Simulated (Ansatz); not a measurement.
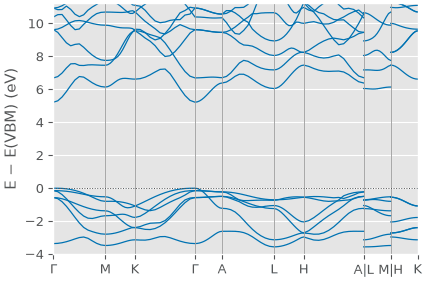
Band structure from DFT-r²SCAN+D4 in the program Ansatz with PAW potentials

Problem. Read off the gap and where the band edges lie.

Solution. About 5.2 eV (5.22 eV by a search for the band edges); maximum at Γ, minimum at Γ.

The material is MgBr2 (CdI2 type, space group No. 164).

Space group P-3m1 (CdI2 type). The first step of the workflow began from a Materials Project structure, measured or hypothetical; the Crystallography Open Database files this formula in space group No. 164, but the cells were not matched. Whether it is the stable phase at ambient conditions was not checked. Symmetry was held in the r²SCAN+D4 relaxation; whether a distortion lowers the energy is not shown. Spin–orbit coupling is left out wherever it is not named.

Potentials: the later of the program's two PAW sets.
